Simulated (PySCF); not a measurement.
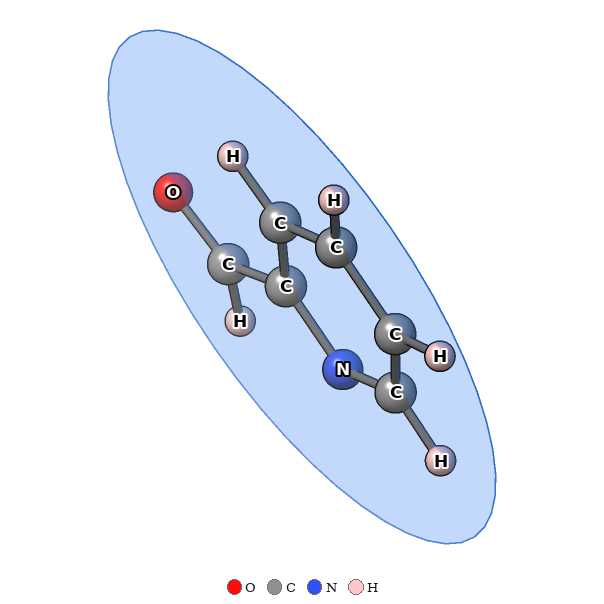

All proper rotation axes (lines) and mirror planes (discs) of the structure are drawn in. Distant atoms are faded towards the background colour. The geometry was computed by an optimisation with GFN2-xTB. No frequency run is at hand to confirm it as a minimum.

### Name the symmetry elements and the point group.

It has 1 mirror plane. Point group Cs. The group has 2 operations. The geometry is achiral, and symmetry allows a dipole moment.
